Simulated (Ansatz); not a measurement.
FGeH3NP (SMILES [F]/[Ge-]=[NH+]/P)

```yaml
atoms:
  - { symbol: F, position_ang: [-1.5774, 1.9247, -1.0088] }
  - { symbol: Ge, position_ang: [-1.8099, 1.3158, 0.6326] }
  - { symbol: N, position_ang: [-1.1133, -0.3395, 0.2711] }
  - { symbol: P, position_ang: [-0.8102, -1.6746, 1.3353] }
  - { symbol: H, position_ang: [-0.7734, -0.4882, -0.6788] }
  - { symbol: H, position_ang: [-2.1488, -2.0631, 1.6792] }
  - { symbol: H, position_ang: [-0.6494, -0.9423, 2.5547] }
```

Geometry: PBE0-D3(BJ)/def2-SVP.

Computed with isolated molecule in a Gaussian basis; Kohn-Sham density functional theory, functional PBE0 in Ansatz 0.2.0.

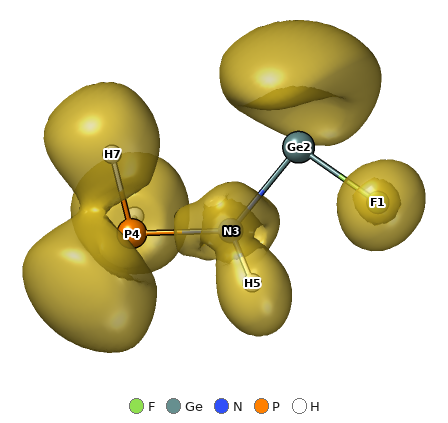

Figure 1. Isosurface of the electron localisation function at 0.75 (yellow), seen at a tilt. Core shells and regions of very low density are left out.

What do the ELF domains correspond to?

Answer. The ELF exceeds this value in one lobe on Ge, pointing away from the bonds (lone pairs), one region wrapped around F (its valence shell), one joined region spread over several atoms (H, N), in which their bonds and any lone pairs are merged and one joined region spread over several atoms (H, P), in which their bonds and any lone pairs are merged.


P–N (1.73 Å): the ELF peaks at about 0.90 between the atoms; a polar covalent bond. Ge–F (1.77 Å): the ELF peaks at about 0.85 in the valence shell of F, 0.6 Å from its nucleus, and is about 0.20 at the midpoint.

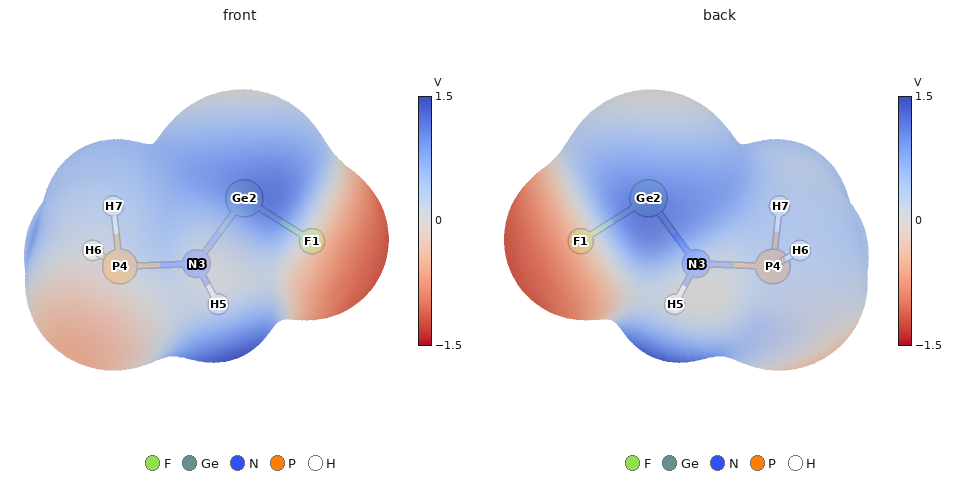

Figure 2. The electrostatic potential painted on the density surface at 0.001 e/bohr³, seen from the front and from behind; the colour scale runs from red (negative) to blue (positive).

Where is the surface potential most negative and most positive?

Answer. The most negative region (about −1.2 V) lies over F1, the most positive (about +1.3 V) over H5.

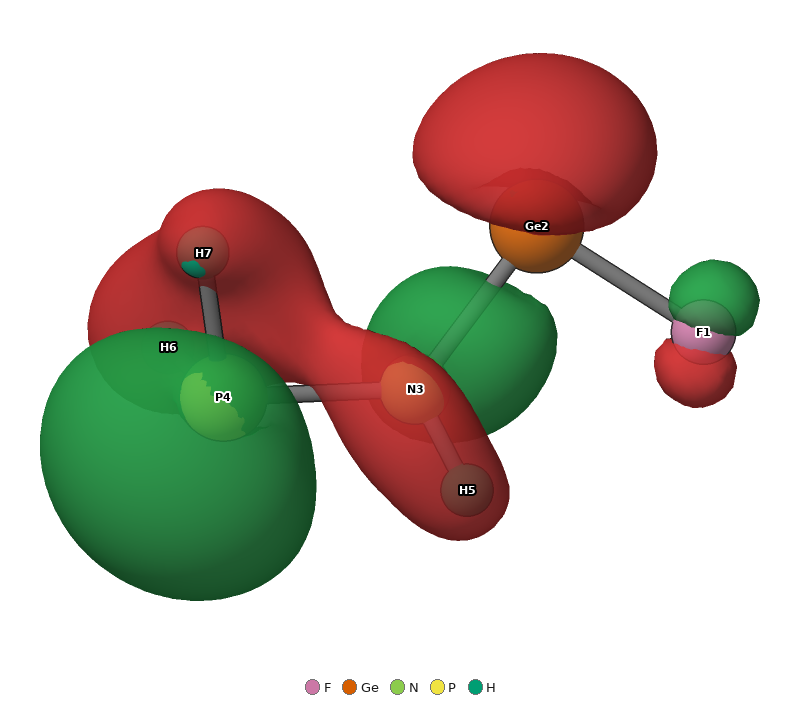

Figure 3. The HOMO at ±0.1 Å⁻³ᐟ² (green and red are the two phases), seen across its widest extent.

Where does this orbital lie, and at what energy?

Answer. Its weight (Hirshfeld) is mainly on P4 (about 50 %), Ge2 (about 20 %), N3 (about 15 %) and H6 (about 5 %). Its energy is −7.32 eV.
